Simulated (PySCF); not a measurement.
System: Rb$_{2}$.

```yaml
atoms:
  - { symbol: Rb, position_ang: [0.0000, 0.0000, -2.1520] }
  - { symbol: Rb, position_ang: [0.0000, 0.0000, 2.1520] }
```

Core potentials replace the inner electrons of Rb.

All numbers below come from PBE0/def2-SVPD, non-relativistic Hamiltonian with scalar-relativistic core potentials where named, at a bond length of 4.304 Å in PySCF.

Predict the electron density and electron localisation function between the atoms.

Rb–Rb (4.30 Å): the density is about 0.03 e/Å³ at the midpoint; the ELF is about 0.25 at the midpoint.

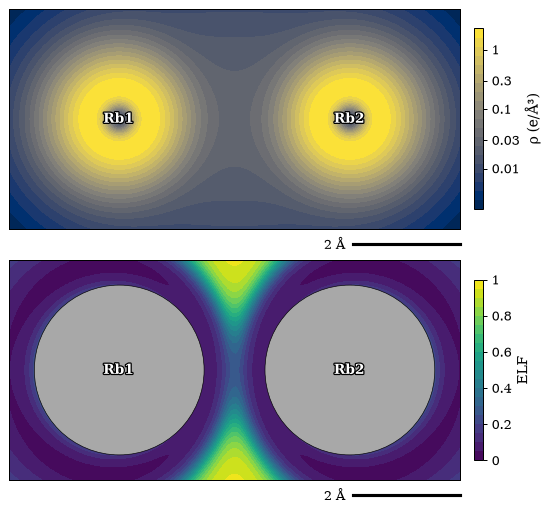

Computed electron density and electron localisation function on a plane that holds the molecular axis, in this order. Grey discs cover the atomic cores in the ELF map. 
